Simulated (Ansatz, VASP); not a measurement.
# BAs in two plane-wave programs, part 2 of 2

One calculation is typed for both programs; each brings its own data sets. How far apart do they land? The cell is taken from a series of VASP runs on this material, whose earlier steps may have relaxed, scaled or displaced it; both programs get it as it stands. Other levels of theory on this material are compared in a session of their own. Valence electrons are named where the data sets of a main pair hold unlike numbers.

VASP 6.6.1 and Ansatz 0.2.0.

So far. Step 2 (VASP: band structure, r2SCAN): The run ends at a pressure of 0.82 GPa.

### 5. VASP: band structure, r2SCAN, spin-orbit coupling

Level of this step: r2SCAN, spin-orbit coupling; plane waves and PAW (As, B) (VASP).

The same path points are solved in both programs, so levels can be compared one by one.

INCAR reads:

```
SYSTEM = BAs
PREC = Accurate
ENCUT = 370
EDIFF = 1E-06
NELM = 100
ISMEAR = 0
SIGMA = 0.03
LREAL = .FALSE.
ALGO = Normal
METAGGA = R2SCAN
LASPH = .TRUE.
LNONCOLLINEAR = .TRUE.
MAGMOM = 0 0 0 0 0 0
NBANDS = 20
GGA_COMPAT = .FALSE.
LSORBIT = .TRUE.
LORBIT = 11
LWAVE = .FALSE.
LCHARG = .FALSE.
KPAR = 4
```

POSCAR reads:

```
BAs
1.0
    0.0000000000      2.3885000000      2.3885000000
    2.3885000000      0.0000000000      2.3885000000
    2.3885000000      2.3885000000      0.0000000000
As B
1 1
Direct
    0.7500000000      0.7500000000      0.7500000000
    0.0000000000      0.0000000000      0.0000000000
```

KPOINTS reads:

```
Automatic mesh
0
Gamma
6 6 6
0 0 0
```

KPOINTS_OPT reads:

```
Line mode
10
Line-mode
Reciprocal
  0.00000000   0.00000000   0.00000000 GAMMA
  0.50000000   0.00000000   0.50000000 X

  0.50000000   0.00000000   0.50000000 X
  0.50000000   0.25000000   0.75000000 W

  0.50000000   0.25000000   0.75000000 W
  0.37500000   0.37500000   0.75000000 K

  0.37500000   0.37500000   0.75000000 K
  0.00000000   0.00000000   0.00000000 GAMMA

  0.00000000   0.00000000   0.00000000 GAMMA
  0.50000000   0.50000000   0.50000000 L

  0.50000000   0.50000000   0.50000000 L
  0.62500000   0.25000000   0.62500000 U

  0.62500000   0.25000000   0.62500000 U
  0.50000000   0.25000000   0.75000000 W

  0.50000000   0.25000000   0.75000000 W
  0.50000000   0.50000000   0.50000000 L

  0.50000000   0.50000000   0.50000000 L
  0.37500000   0.37500000   0.75000000 K

  0.62500000   0.25000000   0.62500000 U
  0.50000000   0.00000000   0.50000000 X
```

Potentials, in the order of the species: As and B (PBE family, release 64).

Command:

```bash
mpirun -np 4 vasp_ncl
```

Numbers of over 12 decimals in the logs are rounded to 6 here.

Log:

```text
[banner, memory and clock lines left out]
running    4 mpi-ranks, on    1 nodes
[...]
[... a notice as in an earlier step ...]

 LDA part: xc-table for (None), standard interpolation
 POSCAR, INCAR and KPOINTS ok, starting setup
[...]
entering main loop
       N       E                     dE             d eps       ncg     rms          rms(c)
DAV:   1     0.213167591357E+01    0.21317E+01   -0.27374E+03   880   0.556E+02
DAV:   2    -0.228409234625E+02   -0.24973E+02   -0.23083E+02  1216   0.117E+02
DAV:   3    -0.238392379592E+02   -0.99831E+00   -0.98889E+00  1040   0.209E+01
DAV:   4    -0.238425777408E+02   -0.33398E-02   -0.33390E-02  1080   0.143E+00
[...]
DAV:  10    -0.222447509510E+02   -0.49849E-04   -0.31212E-05  1000   0.480E-02    0.397E-02
DAV:  11    -0.222447598849E+02   -0.89340E-05   -0.76796E-06  1056   0.257E-02    0.111E-02
DAV:  12    -0.222447594819E+02    0.40302E-06   -0.47641E-07   800   0.698E-03
   1 F= -.22244759E+02 E0= -.22244759E+02  d E =-.143750E-11  mag=     0.0000    -0.0000     0.0000
 Start KPOINTS_OPT (optional k-point list driver)
k-point batch [1-22\100]
       N       E                     dE             ncg
DAV:   1     0.393172673688E+03   -0.42448E+04      880
DAV:   2    -0.128540331821E+03   -0.52171E+03     1292
DAV:   3    -0.147943220014E+03   -0.19403E+02     1076
DAV:   4    -0.148012408964E+03   -0.69189E-01     1072
DAV:   5    -0.148012569810E+03   -0.16085E-03     1056
DAV:   6    -0.148012570405E+03   -0.59479E-06      916
[...]
k-point batch [89-100\100]
       N       E                     dE             ncg
DAV:   1     0.254083688331E+04   -0.31847E+04      480
DAV:   2     0.225087978881E+04   -0.28996E+03      668
DAV:   3     0.224116091661E+04   -0.97189E+01      612
DAV:   4     0.224113021084E+04   -0.30706E-01      560
DAV:   5     0.224113013838E+04   -0.72460E-04      608
DAV:   6     0.224113013811E+04   -0.26532E-06      472
```

Parts of OUTCAR (step 5):

```text
  Total        0.1456887      0.1456887      0.1456887     -0.0000000      0.0000000     -0.0000000
  in kB        8.5650663      8.5650663      8.5650663     -0.0000000      0.0000000     -0.0000000
  external PRESSURE =       8.5650663 kB  Pullay stress =       0.0000000 kB

 POSITION                                       TOTAL-FORCE (eV/Angst)
 -----------------------------------------------------------------------------------
      3.58275      3.58275      3.58275        -0.000000     -0.000000     -0.000000
      0.00000      0.00000      0.00000         0.000000      0.000000      0.000000
 -----------------------------------------------------------------------------------
    total drift:                               -0.000000     -0.000000     -0.000000

  FREE ENERGIE OF THE ION-ELECTRON SYSTEM (eV)
  ---------------------------------------------------
  free  energy   TOTEN  =       -22.2447594819 eV

  energy  without entropy=      -22.2447594819  energy(sigma->0) =      -22.24475948

 magnetization (x)
# of ion       s       p       d       tot
------------------------------------------
    1       -0.000   0.000  -0.000   0.000
    2        0.000   0.000   0.000   0.000
--------------------------------------------------
tot         -0.000   0.000  -0.000   0.000

 magnetization (y)
# of ion       s       p       d       tot
------------------------------------------
    1        0.000   0.000   0.000   0.000
    2        0.000   0.000   0.000   0.000
--------------------------------------------------
tot          0.000   0.000   0.000   0.000

 magnetization (z)
# of ion       s       p       d       tot
------------------------------------------
    1        0.000   0.000   0.000   0.000
    2       -0.000   0.000   0.000  -0.000
--------------------------------------------------
tot         -0.000   0.000   0.000  -0.000

[... 1 part as in an earlier step ...]

[... 2 further parts left out ...]
[key lines of the parts left out:]
E-fermi :   6.2249
```

The run ends at a pressure of 0.86 GPa.

### 6. Ansatz: band structure, r2SCAN, spin-orbit coupling

The same cell, functional, mesh and smearing now go to Ansatz, which takes its cutoff from its data sets.

The cell is taken from a series of VASP runs on this material, whose earlier steps may have relaxed, scaled or displaced it; both programs get it as it stands.

input.yaml reads:

```yaml
crystal:
  lattice:
    - [0.0, 2.3885, 2.3885]
    - [2.3885, 0.0, 2.3885]
    - [2.3885, 2.3885, 0.0]
  atoms:
    - { symbol: As, position: [0.75, 0.75, 0.75] }
    - { symbol: B, position: [0.0, 0.0, 0.0] }
hamiltonian:
  xc: r2scan
  pseudopotentials: { kind: paw_fr }
magnetization:
  noncollinear: true
  spin_orbit: true
kpoints:
  mp_grid: { grid: [6, 6, 6] }
  band_path:
    path:
      - [0.0, 0.0, 0.0]
      - [0.16667, 0.0, 0.16667]
      - [0.33333, 0.0, 0.33333]
      - [0.38889, 0.0, 0.38889]
      - [0.5, 0.0, 0.5]
      - [0.5, 0.08333, 0.58333]
      - [0.5, 0.19444, 0.69444]
      - [0.5, 0.25, 0.75]
      - [0.45833, 0.29167, 0.75]
      - [0.40278, 0.34722, 0.75]
      - [0.375, 0.375, 0.75]
      - [0.20833, 0.20833, 0.41667]
      - [0.08333, 0.08333, 0.16667]
      - [0.0, 0.0, 0.0]
      - [0.22222, 0.22222, 0.22222]
      - [0.38889, 0.38889, 0.38889]
      - [0.51389, 0.47222, 0.51389]
      - [0.55556, 0.38889, 0.55556]
      - [0.61111, 0.27778, 0.61111]
      - [0.61111, 0.25, 0.63889]
      - [0.56944, 0.25, 0.68056]
      - [0.51389, 0.25, 0.73611]
      - [0.5, 0.27778, 0.72222]
      - [0.5, 0.38889, 0.61111]
      - [0.5, 0.47222, 0.52778]
      - [0.48611, 0.48611, 0.52778]
      - [0.43056, 0.43056, 0.63889]
      - [0.38889, 0.38889, 0.72222]
      - [0.59722, 0.19444, 0.59722]
      - [0.55556, 0.11111, 0.55556]
      - [0.5, 0.0, 0.5]
    npoints: 1
scf:
  occupations: { method: gaussian, width: 0.03 }
  n_extra_bands: 14
output:
  forces: true
  stress: true
  eigenvalues: true
  write_density: true
  write_potential: true
  elf: true
  volumetric_format: npy
```

Command:

```bash
ansatz run input.yaml --threads 2 --pin off --max-ram 4608MiB --backend cpu --events-out ev --progress --plain --runs-dir out
```

Log:

```text
[...]
non-collinear run that drives no moment, with spin-orbit: no starting moment large enough to seed its density (crystal.atoms[].spin), no starting occupations that ask for one, no magnetisation constraint and no magnetic field, so the semilocal B_xc is pinned to zero
Crystal: 2 atoms, lattice volume = 27.252 Å³
[...]
k-point 1: bands = [... 14 lower, 10.2441, 10.2441, 10.3819, 10.3840, 14.6217, 14.6217, 15.3700, 15.3700, ... 10 higher]
  k-point 2: bands = [... 14 lower, 9.3534, 9.3534, 9.4962, 9.4979, 14.1870, 14.1870, 16.1004, 16.1004, ... 10 higher]
  k-point 15: bands = [... 14 lower, 5.5670, 5.6880, 5.8493, 5.8680, 15.0988, 15.1441, 15.3838, 15.3869, ... 10 higher]
[key lines of the parts left out:]
SCF converged after 7 iterations
Magnetization: |M| = 0.0000 μB,  M = (+0.0000, +0.0000, +0.0000) μB
Free energy (F): -5018.313134 eV
Fermi energy:    11.807942 eV
P = ⅓ Tr σ = 0.6419 GPa (6.419 kbar)
```

Run time: 7.8 s. Hardware: 2 threads of Arm Neoverse V2, shared host; peak memory 0.44 GiB; 15 s of CPU time.

### 7. Side by side

What differs besides the data sets and the points named for the pairs above, as far as they apply: spin-orbit coupling enters by fully relativistic files in Ansatz and inside the spheres in VASP; the data sets hold 18 valence electrons in Ansatz (on its fully relativistic PAW (standard-fr) files) and 8 in VASP. Total energies have different zeros and are not compared.

The two programs side by side:

| quantity | Ansatz | VASP | difference |
| --- | --- | --- | --- |
| pressure (GPa) | 0.64 | 0.86 | -0.21 |
| gap over the path points (eV) | 1.303 | 1.302 | +0.001 |

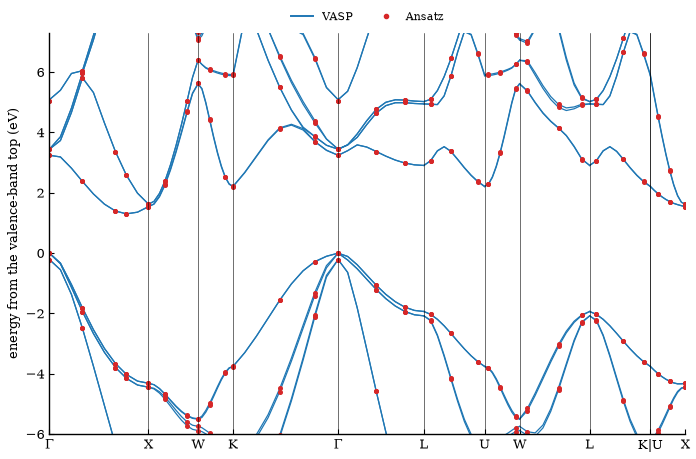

Bands from VASP (lines) and levels from Ansatz (dots). Dots without a line are higher empty bands that the VASP plot leaves out.

Levels at points of the path, from each program's valence-band top (eV; 6 filled, then empty):

| k (reciprocal lattice) | Ansatz | VASP |
| --- | --- | --- |
| 0.000 0.000 0.000 | -0.21 -0.21 0.00 0.00 0.00 0.00 3.24 3.24 3.44 3.44 3.44 3.44 | -0.21 -0.21 0.00 0.00 0.00 0.00 3.24 3.24 3.45 3.45 3.45 3.45 |
| 0.167 0.000 0.167 | -2.50 -2.50 -1.94 -1.94 -1.82 -1.82 2.38 2.38 5.82 5.82 5.98 5.98 | -2.49 -2.49 -1.94 -1.94 -1.81 -1.81 2.38 2.38 5.81 5.81 5.97 5.97 |
| 0.333 0.000 0.333 | -6.36 -6.36 -3.79 -3.79 -3.66 -3.66 1.40 1.40 3.37 3.37 9.61 9.61 | -6.36 -6.36 -3.79 -3.79 -3.66 -3.66 1.40 1.40 3.36 3.36 9.59 9.59 |
| 0.389 0.000 0.389 | -7.59 -7.59 -4.15 -4.15 -4.02 -4.02 1.30 1.30 2.58 2.58 10.77 10.77 | -7.59 -7.59 -4.15 -4.15 -4.02 -4.02 1.30 1.30 2.58 2.58 10.74 10.74 |
| 0.500 0.000 0.500 | -9.13 -9.13 -4.45 -4.45 -4.32 -4.32 1.54 1.54 1.63 1.63 12.05 12.05 | -9.13 -9.13 -4.45 -4.45 -4.32 -4.32 1.54 1.54 1.62 1.62 12.02 12.02 |
| 0.500 0.083 0.583 | -9.05 -9.03 -4.84 -4.77 -4.68 -4.67 2.25 2.29 2.40 2.40 11.17 11.27 | -9.05 -9.03 -4.84 -4.77 -4.68 -4.67 2.25 2.29 2.39 2.40 11.14 11.24 |
| 0.500 0.194 0.694 | -8.78 -8.71 -5.72 -5.59 -5.39 -5.38 4.67 4.71 5.04 5.04 8.29 8.43 | -8.78 -8.71 -5.72 -5.59 -5.39 -5.38 4.66 4.70 5.03 5.04 8.28 8.41 |
| 0.500 0.250 0.750 | -8.71 -8.64 -5.88 -5.74 -5.50 -5.49 5.63 5.64 6.40 6.40 7.08 7.12 | -8.71 -8.64 -5.88 -5.74 -5.51 -5.49 5.61 5.62 6.39 6.40 7.07 7.11 |
| 0.458 0.292 0.750 | -8.72 -8.65 -6.08 -5.96 -5.03 -4.97 4.41 4.45 6.08 6.11 7.85 7.96 | -8.72 -8.65 -6.07 -5.96 -5.03 -4.97 4.40 4.44 6.07 6.09 7.84 7.95 |
| 0.403 0.347 0.750 | -8.76 -8.70 -6.31 -6.21 -3.98 -3.94 2.51 2.53 5.91 5.95 9.31 9.40 | -8.76 -8.70 -6.30 -6.21 -3.97 -3.94 2.51 2.53 5.90 5.94 9.29 9.38 |

Among the levels compared at these points, filled levels agree within 5 meV and empty ones within 32 meV.

### 8. Ansatz: single point, LDA

A single point gives forces, pressure and levels at one fixed geometry, so differences don't come from the geometry; what else differs is listed under the comparison.

The cell is taken from a series of VASP runs on this material, whose earlier steps may have relaxed, scaled or displaced it; both programs get it as it stands.

input.yaml reads:

```yaml
crystal:
  lattice:
    - [0.0, 2.3885, 2.3885]
    - [2.3885, 0.0, 2.3885]
    - [2.3885, 2.3885, 0.0]
  atoms:
    - { symbol: As, position: [0.75, 0.75, 0.75] }
    - { symbol: B, position: [0.0, 0.0, 0.0] }
hamiltonian:
  xc: lda
  pseudopotentials: { kind: paw }
kpoints:
  mp_grid: { grid: [5, 5, 5] }
scf:
  occupations: { method: gaussian, width: 0.01 }
  n_extra_bands: 4
output:
  forces: true
  stress: true
  eigenvalues: true
```

Log:

```text
[...]
Crystal: 2 atoms, lattice volume = 27.252 Å³
Basis set: ecut = 420 eV, 531 PW (Γ)
Bands: 13, of which v1, the nominal top of the filled ones, is band 9 counted from 1 (8 counted from 0)
Symmetry: 24 space group operations
[...]
k-points: 10 of 125 (time reversal used)
[...]
--- Band table (eV; the first three rows and the last of 10) ---
  k-point 0: bands = [... 5 lower, -4.5412, 10.8560, 10.8560, 10.8560, 14.1023, 14.1023, 14.1023, 15.5024]
  k-point 1: bands = [... 5 lower, -3.8951, 7.1060, 9.9813, 9.9813, 14.0232, 15.2140, 15.2140, 17.9686]
  k-point 2: bands = [... 5 lower, -2.2202, 2.9582, 9.1500, 9.1500, 13.5843, 15.6483, 15.6483, 19.5679]
  k-point 9: bands = [... 5 lower, -0.8703, 3.3166, 5.3831, 6.6900, 15.2192, 16.0835, 16.9390, 20.4428]
[key lines of the parts left out:]
SCF converged after 6 iterations
Free energy (F): -4923.462868 eV
Fermi energy:    11.415941 eV
P = ⅓ Tr σ = -3.7874 GPa (-37.874 kbar)
```

Wall time 0.36 s (2 threads); peak memory 0.25 GiB; 0.58 s of CPU time.

The run ends at a pressure of -3.79 GPa.

### 9. VASP: single point, LDA

The same cell, functional (in two slightly different forms), mesh and smearing now go to VASP, with its own data sets.

INCAR reads:

```
SYSTEM = BAs
PREC = Accurate
ENCUT = 340
EDIFF = 1E-08
NELM = 100
ISMEAR = 0
SIGMA = 0.01
LREAL = .FALSE.
ALGO = Normal
GGA = CA
NBANDS = 10
LORBIT = 11
LWAVE = .TRUE.
LCHARG = .FALSE.
KPAR = 4
```

POSCAR is that of step 5.

KPOINTS reads:

```
Automatic mesh
0
Gamma
5 5 5
0 0 0
```

PAW data sets: As_GW and B_GW (LDA family, release 64).

Command:

```bash
mpirun -np 4 vasp_std
```

Log:

```text
[banner, memory and clock lines left out]
running    4 mpi-ranks, on    1 nodes
[...]
LDA part: xc-table for (Slater(with rela. corr.)+CA(PZ))
 , standard interpolation
 POSCAR, INCAR and KPOINTS ok, starting setup
[...]
entering main loop
       N       E                     dE             d eps       ncg     rms          rms(c)
DAV:   1     0.686135750459E+01    0.68614E+01   -0.33948E+03   200   0.589E+02
DAV:   2    -0.129658953560E+02   -0.19827E+02   -0.18872E+02   276   0.976E+01
DAV:   3    -0.136181424723E+02   -0.65225E+00   -0.65099E+00   262   0.175E+01
DAV:   4    -0.136229715416E+02   -0.48291E-02   -0.48287E-02   266   0.162E+00
[...]
DAV:  12    -0.128651680108E+02    0.40487E-07   -0.93504E-07   244   0.553E-03    0.481E-04
DAV:  13    -0.128651680213E+02   -0.10470E-07   -0.30154E-08   242   0.131E-03    0.246E-04
DAV:  14    -0.128651680223E+02   -0.98692E-09   -0.36484E-09   140   0.285E-04
   1 F= -.12865168E+02 E0= -.12865168E+02  d E =-.123428E-17
 writing wavefunctions
```

Parts of OUTCAR (step 9):

```text
  Total       -0.6076518     -0.6076518     -0.6076518      0.0000000      0.0000000     -0.0000000
  in kB      -35.7239662    -35.7239662    -35.7239662      0.0000000      0.0000000     -0.0000000
  external PRESSURE =     -35.7239662 kB  Pullay stress =       0.0000000 kB

 POSITION                                       TOTAL-FORCE (eV/Angst)
 -----------------------------------------------------------------------------------
      3.58275      3.58275      3.58275         0.000000      0.000000      0.000000
      0.00000      0.00000      0.00000        -0.000000     -0.000000     -0.000000
 -----------------------------------------------------------------------------------
    total drift:                               -0.000001     -0.000001     -0.000000

  FREE ENERGIE OF THE ION-ELECTRON SYSTEM (eV)
  ---------------------------------------------------
  free  energy   TOTEN  =       -12.8651680223 eV

  energy  without entropy=      -12.8651680223  energy(sigma->0) =      -12.86516802

[... 3 further parts left out ...]
[key lines of the parts left out:]
E-fermi :   6.2687
```

The run ends at a pressure of -3.57 GPa.

### 10. Side by side

What differs besides the data sets and the points named for the pairs above, as far as they apply: the two LDA forms differ slightly; the data sets hold 18 valence electrons in Ansatz (on its default PAW (the set named soft_2) files) and 8 in VASP; the cutoff is 420 eV in Ansatz and 340 eV in VASP; VASP's log shows a relativistic correction to its local exchange, Ansatz's none. Total energies have different zeros and are not compared.

Both answers:

| quantity | Ansatz | VASP | difference |
| --- | --- | --- | --- |
| gap on the k mesh (eV) | 1.120 | 1.111 | +0.009 |

Not compared: the pressure (VASP's GW data sets at this cutoff don't carry it). A gap on the mesh is an upper bound, since the band edges may lie between its points.

### 11. Summary of results

| Item | Value |
| --- | --- |
| largest difference of a filled level at the path points (band structure, r2SCAN) | 4.7 meV |
| largest difference of a filled level at the path points (band structure, r2SCAN, spin-orbit coupling) | 4.6 meV |
| difference in gap on the k mesh (single point, LDA) | 0.0087 eV |

**Reading.** The difference in gap on the k mesh is 0.0087 eV (single point, LDA), within the 0.08 eV picked in this series as the mark of a large difference. The data sets hold unlike numbers of valence electrons (18 in Ansatz and 8 in VASP), so part of the differences comes from the potentials. VASP's data sets differ among the pairs, so a change from pair to pair isn't the functional's or the coupling's alone. 3 further runs of this series are not shown here. How closely two codes agree says nothing of how well the functional describes the real material.

[Lines on the potential files, build, host, timing and source positions are cut from VASP's logs without a mark.]

[Logs are printed without paths, hosts, clocks, repeated set-up lines and the standing remarks that a program may print on its own settings, such as how far it seeks lower states.]

[Hosts, paths, dates, database ids (printed as entryN), source tags and the programs' standing remarks are cut or masked in the printed files.]
